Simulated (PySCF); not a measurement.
Vertical excitations of a molecule C₂H₁₀OSi₂ from PySCF with TDDFT-PBE/def2-SVPD, as energy in eV (oscillator strength): 5.61 (0.003), 5.89 (0.003), 5.98 (0.003), 6.18 (0.002), 6.56 (0.024), 6.57 (0.033), 6.82 (0.012), 6.85 (0.010), 6.87 (0.006), 6.94 (0.086). Lowest triplet (TDA): 5.53 eV. Geometry: B3LYP-D3(BJ)/def2-SVP. Other conformers were not sampled.

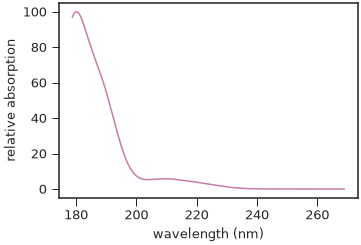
Fig. 1. The lines broadened by 0.4 eV.

Task: Which molecule gave these data?
(A) CCO[SiH2][SiH3]
(B) COC[SiH2][SiH3]
(C) C[Si@@H]([SiH3])CO
(D) C[SiH2]C[SiH2]O

Result: B, COC[SiH2][SiH3]
